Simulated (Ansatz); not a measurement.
The parent structure is HfS₂ in the CdI2 type structure (space group P-3m1, No. 164; a = 3.6057 Å, c = 5.7676 Å; layered, stacked along the Cartesian z axis).

The same geometry is solved again with PBE+SOC.

Levels (all Ansatz, a first-principles code, PAW): PBE+SOC (420 eV, spin-orbit coupling included); PBE-D3(BJ) (420 eV, scalar-relativistic without spin-orbit coupling).

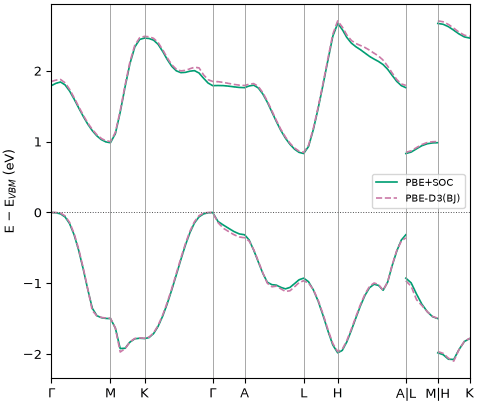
Figure: Highest valence and lowest conduction band along the path, each from its own valence-band maximum

Read the PBE+SOC gap and its character from the plot.

About 0.8 eV, indirect, Γ → L.

Single points use the geometry relaxed with PBE-D3(BJ). Differences between runs with and without spin-orbit coupling are approximate. With Hf present, leaving out spin-orbit coupling can change the band edges. Whether these cells are dynamically stable was not tested.
